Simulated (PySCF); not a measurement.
# Energy and gradient calculation of CH6Sn

CH6Sn, computed with HF/def2-SVP, RHF, core potentials def2-svp (PySCF 2.14.0).

The geometry comes from this level: PBE0-D4/def2-TZVP.

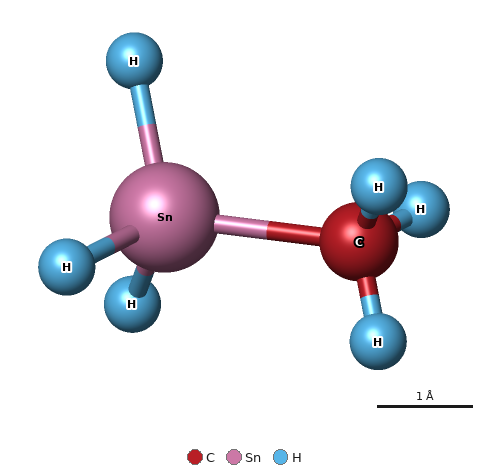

Fig. 1: The structure (ball-and-stick view, seen at a tilt). Sticks mark near contacts.

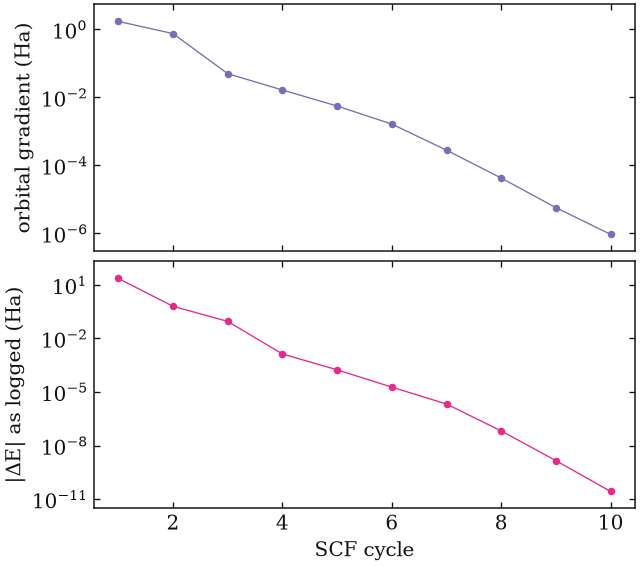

Fig. 2: Convergence of the self-consistent field: orbital gradient and size of the energy change against the SCF cycle. The residual falls at every step.

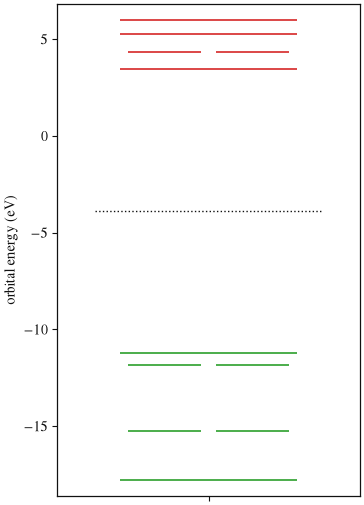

Fig. 3: Orbital energies near the frontier; the dotted line parts filled from empty levels, and levels within 0.02 eV of each other stand side by side. Highest filled −11.20 eV, lowest empty 3.45 eV, 14.65 eV apart.

The input that produced these results follows, with the program's output.

Input (input.py)
```python
from pyscf import gto, scf

mol = gto.M(
    atom='''
C    1.094500   0.367400  -0.110600
Sn  -0.919400  -0.329100   0.082100
H    1.300500   0.627700  -1.148800
H    1.789300  -0.411200   0.204000
H    1.244600   1.249200   0.512300
H   -2.012000   0.886800  -0.417500
H   -1.156700  -1.716400  -0.887800
H   -1.248700  -0.731500   1.710400
''',
    ecp={'Sn': 'def2-svp'},
    verbose=4,
    max_memory=1860,
    basis='def2-svp',
)

mf = scf.RHF(mol)
mf.conv_tol = 1e-10
mf.kernel()
if not mf.converged:
    mf = mf.newton().run(mf.mo_coeff, mf.mo_occ)

energy = mf.e_tot
print('E = %.10f Eh' % energy)
grad = mf.nuc_grad_method().kernel()
mf.analyze()
```

Launched with:
```bash
OMP_NUM_THREADS=1 python input.py
```

What the program printed
```
PySCF version 2.14.0

[INPUT] num. atoms = 8
[INPUT] num. electrons = 34
[INPUT] charge = 0
[INPUT] spin (= nelec alpha-beta = 2S) = 0
[INPUT] symmetry False subgroup None
[INPUT] Mole.unit = angstrom
[INPUT] Symbol           X                Y                Z      unit          X                Y                Z       unit  Magmom
[INPUT]  1 C      1.094500000000   0.367400000000  -0.110600000000 AA    2.068305243336   0.694285378165  -0.209003709377 Bohr   0.0
[INPUT]  2 Sn    -0.919400000000  -0.329100000000   0.082100000000 AA   -1.737414198925  -0.621908867594   0.155146514827 Bohr   0.0
[INPUT]  3 H      1.300500000000   0.627700000000  -1.148800000000 AA    2.457588824997   1.186181088389  -2.170917371900 Bohr   0.0
[INPUT]  4 H      1.789300000000  -0.411200000000   0.204000000000 AA    3.381286954684  -0.777055382421   0.385504129411 Bohr   0.0
[INPUT]  5 H      1.244600000000   1.249200000000   0.512300000000 AA    2.351953134634   2.360645874807   0.968106693615 Bohr   0.0
[INPUT]  6 H     -2.012000000000   0.886800000000  -0.417500000000 AA   -3.802128962625   1.675809127264  -0.788960657006 Bohr   0.0
[INPUT]  7 H     -1.156700000000  -1.716400000000  -0.887800000000 AA   -2.185846208284  -3.243525920203  -1.677698853389 Bohr   0.0
[INPUT]  8 H     -1.248700000000  -0.731500000000   1.710400000000 AA   -2.359701011744  -1.382334660119   3.232187563456 Bohr   0.0

nuclear repulsion = 80.49196684744
number of shells = 34
number of NR pGTOs = 127
number of NR cGTOs = 70
basis = def2-svp
ecp = {'Sn': 'def2-svp'}

******** <class 'pyscf.scf.hf.RHF'> ********
method = RHF
initial guess = minao
damping factor = 0
level_shift factor = 0
DIIS = <class 'pyscf.scf.diis.CDIIS'>
diis_start_cycle = 1
diis_space = 8
diis_damp = 0
SCF conv_tol = 1e-10
SCF conv_tol_grad = None
SCF max_cycles = 50
direct_scf = True
direct_scf_tol = 1e-13
Set gradient conv threshold to 1e-05
Initial guess from minao.
init E= -230.976210674669
  HOMO = -0.789869692889118  LUMO = -0.396418357667455  gap/eV = 10.70636
cycle= 1 E= -253.920955360041  delta_E= -22.9  |g|= 1.72  |ddm|=  6.3
  HOMO = -0.253524433526634  LUMO = 0.157889570156943  gap/eV = 11.19515
cycle= 2 E= -254.552524732148  delta_E= -0.632  |g|= 0.753  |ddm|= 3.45
  HOMO = -0.385093312343956  LUMO = 0.132989925231419  gap/eV = 14.09776
cycle= 3 E= -254.642758828663  delta_E= -0.0902  |g|= 0.0498  |ddm|= 0.666
  HOMO = -0.410743158608527  LUMO = 0.126533341414927  gap/eV = 14.62004
cycle= 4 E= -254.644106406184  delta_E= -0.00135  |g|= 0.0165  |ddm|= 0.0832
  HOMO = -0.409455481656213  LUMO = 0.127413456766361  gap/eV = 14.60895
cycle= 5 E= -254.644281385981  delta_E= -0.000175  |g|= 0.00557  |ddm|= 0.0366
  HOMO = -0.411726661313377  LUMO = 0.126971156766318  gap/eV = 14.65871
cycle= 6 E= -254.64430012046  delta_E= -1.87e-05  |g|= 0.00164  |ddm|= 0.0112
  HOMO = -0.411752941378511  LUMO = 0.126947351402187  gap/eV = 14.65878
cycle= 7 E= -254.644302241895  delta_E= -2.12e-06  |g|= 0.00028  |ddm|= 0.00477
  HOMO = -0.411758941927181  LUMO = 0.126946776987353  gap/eV = 14.65893
cycle= 8 E= -254.644302307582  delta_E= -6.57e-08  |g|= 4.24e-05  |ddm|= 0.000866
  HOMO = -0.411759096695175  LUMO = 0.126944153033621  gap/eV = 14.65886
cycle= 9 E= -254.644302309002  delta_E= -1.42e-09  |g|= 5.7e-06  |ddm|= 0.000155
  HOMO = -0.41175824412416  LUMO = 0.126943886504547  gap/eV = 14.65883
cycle= 10 E= -254.644302309029  delta_E= -2.68e-11  |g|= 9.33e-07  |ddm|= 2.45e-05
  HOMO = -0.411758250231621  LUMO = 0.126943939577098  gap/eV = 14.65883
Extra cycle  E= -254.644302309029  delta_E= -4.55e-13  |g|= 2.99e-07  |ddm|= 2.48e-06
converged SCF energy = -254.644302309029
E = -254.6443023090 Eh

******** <class 'pyscf.grad.rhf.Gradients'> for <class 'pyscf.scf.hf.RHF'> ********
unit = Eh/Bohr
--------------- RHF gradients ---------------
         x                y                z
0 C    -0.0038743812    -0.0013838664     0.0003847650
1 Sn     0.0050169197     0.0017239652    -0.0004869223
2 H    -0.0010127463    -0.0003092728    -0.0001242117
3 H    -0.0009279196    -0.0005139384     0.0001482277
4 H    -0.0010224783    -0.0001573323     0.0002484394
5 H     0.0010266264    -0.0008888646     0.0003707704
6 H     0.0003616794     0.0011520167     0.0007508664
7 H     0.0004323000     0.0003772925    -0.0012919349
----------------------------------------------
**** SCF Summaries ****
Total Energy =                        -254.644302309029058
Nuclear Repulsion Energy =              80.491966847440025
One-electron Energy =                 -590.792872242514136
Two-electron Energy =                  255.656603086045038
Two-electron Coulomb Energy =          280.082892894700535
DFT Exchange-Correlation Energy =      -24.426289808655497
HOMO-LUMO gap [eV] =                    14.658833236704355
**** MO energy ****
MO #1   energy= -11.2269614574475  occ= 2
MO #2   energy= -5.85380665300489  occ= 2
MO #3   energy= -4.04299585962226  occ= 2
MO #4   energy= -4.0429956735225   occ= 2
MO #5   energy= -4.0425918054285   occ= 2
MO #6   energy= -1.31229715227007  occ= 2
MO #7   energy= -1.31229646348146  occ= 2
MO #8   energy= -1.3121738130294   occ= 2
MO #9   energy= -1.3056803854348   occ= 2
MO #10  energy= -1.30568012347736  occ= 2
MO #11  energy= -0.924213054557338 occ= 2
MO #12  energy= -0.654741492164138 occ= 2
MO #13  energy= -0.561101180660905 occ= 2
MO #14  energy= -0.561082011000881 occ= 2
MO #15  energy= -0.434731520541203 occ= 2
MO #16  energy= -0.43472675736629  occ= 2
MO #17  energy= -0.411758250231621 occ= 2
MO #18  energy= 0.126943939577098  occ= 0
MO #19  energy= 0.158752109568931  occ= 0
MO #20  energy= 0.158753473069114  occ= 0
MO #21  energy= 0.194179343473603  occ= 0
MO #22  energy= 0.22068197960869   occ= 0
MO #23  energy= 0.257788560953702  occ= 0
MO #24  energy= 0.257795870778167  occ= 0
MO #25  energy= 0.350931058217204  occ= 0
MO #26  energy= 0.366072137181557  occ= 0
MO #27  energy= 0.366073209814435  occ= 0
MO #28  energy= 0.42842576192961   occ= 0
MO #29  energy= 0.477216358020357  occ= 0
MO #30  energy= 0.477220846707955  occ= 0
MO #31  energy= 0.606056819150116  occ= 0
MO #32  energy= 0.606061579247434  occ= 0
MO #33  energy= 0.625170257671353  occ= 0
MO #34  energy= 0.738925134317723  occ= 0
MO #35  energy= 0.738970424093902  occ= 0
MO #36  energy= 0.790904710049096  occ= 0
MO #37  energy= 0.880521955132364  occ= 0
MO #38  energy= 0.909119013776841  occ= 0
MO #39  energy= 0.909140054621853  occ= 0
MO #40  energy= 0.974879991518565  occ= 0
MO #41  energy= 1.01928871820875   occ= 0
MO #42  energy= 1.01929986274049   occ= 0
MO #43  energy= 1.11942016119018   occ= 0
MO #44  energy= 1.45959066598725   occ= 0
MO #45  energy= 1.45962496013573   occ= 0
MO #46  energy= 1.63693760274947   occ= 0
MO #47  energy= 1.7565684134652    occ= 0
MO #48  energy= 1.75657386388795   occ= 0
MO #49  energy= 1.80148047392802   occ= 0
MO #50  energy= 1.83663873508009   occ= 0
MO #51  energy= 1.91053573865978   occ= 0
MO #52  energy= 1.91054783509437   occ= 0
MO #53  energy= 2.00916957141858   occ= 0
MO #54  energy= 2.04767774316919   occ= 0
MO #55  energy= 2.04771703797686   occ= 0
MO #56  energy= 2.10022314115228   occ= 0
MO #57  energy= 2.20380003996658   occ= 0
MO #58  energy= 2.20381404808777   occ= 0
MO #59  energy= 2.27509791879107   occ= 0
MO #60  energy= 2.27514101562841   occ= 0
MO #61  energy= 2.51706124758093   occ= 0
MO #62  energy= 2.75229624818145   occ= 0
MO #63  energy= 2.75234866939571   occ= 0
MO #64  energy= 3.04136163808259   occ= 0
MO #65  energy= 3.27506612227972   occ= 0
MO #66  energy= 3.27516357156412   occ= 0
MO #67  energy= 15.435755324228    occ= 0
MO #68  energy= 15.4357722000633   occ= 0
MO #69  energy= 15.8039708116414   occ= 0
MO #70  energy= 52.430385629958    occ= 0
 ** Mulliken pop on meta-lowdin orthogonal AOs  **
 ** Mulliken pop  **
pop of  0 C 1s            1.99996
pop of  0 C 2s            1.15855
pop of  0 C 3s            0.02078
pop of  0 C 2px           1.40091
pop of  0 C 2py           1.15629
pop of  0 C 2pz           1.12789
pop of  0 C 3px           0.03265
pop of  0 C 3py           0.01507
pop of  0 C 3pz           0.02376
pop of  0 C 3dxy          0.00360
pop of  0 C 3dyz          0.00181
pop of  0 C 3dz^2         0.00293
pop of  0 C 3dxz          0.00243
pop of  0 C 3dx2-y2       0.00258
pop of  1 Sn 4s           1.79136
pop of  1 Sn 5s           1.09363
pop of  1 Sn 6s           0.06385
pop of  1 Sn 7s           0.14877
pop of  1 Sn 4px          0.02537
pop of  1 Sn 4py          0.39634
pop of  1 Sn 4pz          0.39806
pop of  1 Sn 5px          1.82840
pop of  1 Sn 5py          1.60534
pop of  1 Sn 5pz          1.60499
pop of  1 Sn 6px          0.16013
pop of  1 Sn 6py          0.15771
pop of  1 Sn 6pz          0.16464
pop of  1 Sn 7px          0.17155
pop of  1 Sn 7py          0.02686
pop of  1 Sn 7pz          0.02706
pop of  1 Sn 4dxy         1.78072
pop of  1 Sn 4dyz         1.78530
pop of  1 Sn 4dz^2        1.77456
pop of  1 Sn 4dxz         1.78207
pop of  1 Sn 4dx2-y2      1.99909
pop of  1 Sn 5dxy         0.15267
pop of  1 Sn 5dyz         0.14402
pop of  1 Sn 5dz^2        0.17764
pop of  1 Sn 5dxz         0.15612
pop of  1 Sn 5dx2-y2      0.00390
pop of  2 H 1s            0.89459
pop of  2 H 2s            0.00971
pop of  2 H 2px           0.00042
pop of  2 H 2py           0.00053
pop of  2 H 2pz           0.00187
pop of  3 H 1s            0.89437
pop of  3 H 2s            0.00910
pop of  3 H 2px           0.00106
pop of  3 H 2py           0.00112
pop of  3 H 2pz           0.00078
pop of  4 H 1s            0.89594
pop of  4 H 2s            0.00917
pop of  4 H 2px           0.00032
pop of  4 H 2py           0.00169
pop of  4 H 2pz           0.00081
pop of  5 H 1s            1.56558
pop of  5 H 2s            0.02454
pop of  5 H 2px           0.01484
pop of  5 H 2py           0.01470
pop of  5 H 2pz           0.00873
pop of  6 H 1s            1.57136
pop of  6 H 2s            0.02457
pop of  6 H 2px           0.00498
pop of  6 H 2py           0.02082
pop of  6 H 2pz           0.01393
pop of  7 H 1s            1.56951
pop of  7 H 2s            0.02359
pop of  7 H 2px           0.01072
pop of  7 H 2py           0.01112
pop of  7 H 2pz           0.03014
 ** Mulliken atomic charges  **
charge of    0C =     -0.94923
charge of    1Sn =      2.57987
charge of    2H =      0.09287
charge of    3H =      0.09356
charge of    4H =      0.09206
charge of    5H =     -0.62838
charge of    6H =     -0.63566
charge of    7H =     -0.64508
Dipole moment(X, Y, Z, Debye):  0.69113,  0.23891, -0.06628
```

Key numbers

- outcome: converged
- total energy: −254.644302 hartree
- basis functions: 70
- largest force: 0.274 eV/Å
- HOMO: −11.20 eV
- LUMO: 3.45 eV
- dipole moment: 0.73 D
- hardware: 1 thread of Intel Xeon @ 2.50GHz (Skylake/Cascade Lake), 189 GiB of memory available, shared host
- wall time: 11 s
- peak memory: 0.14 GiB
